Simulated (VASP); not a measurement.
Band structure of InSe (space group R3m). Calculation: LDA (Ceperley-Alder, Perdew-Zunger), VASP's LDA PAW potentials (set 64) (plane waves; VASP 6.6.1).

Unless said otherwise, spin-orbit coupling is left out, though it shifts the bands of the heavy elements here.

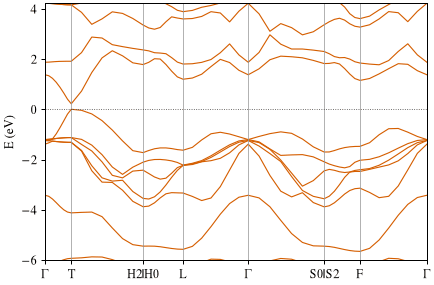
Fig. 1. Bands along high-symmetry lines, zero at the valence-band maximum or, without a gap, the Fermi level

**Question.** Read the plot: is there a gap, and where are the band edges?

**Answer.** The gap is direct, 0.22 eV, from the valence maximum at T to the conduction minimum at T.

The structure comes from a computed database's InSe entry (R3m); how it stands against other phases isn't given here. The cell was not relaxed at this level.
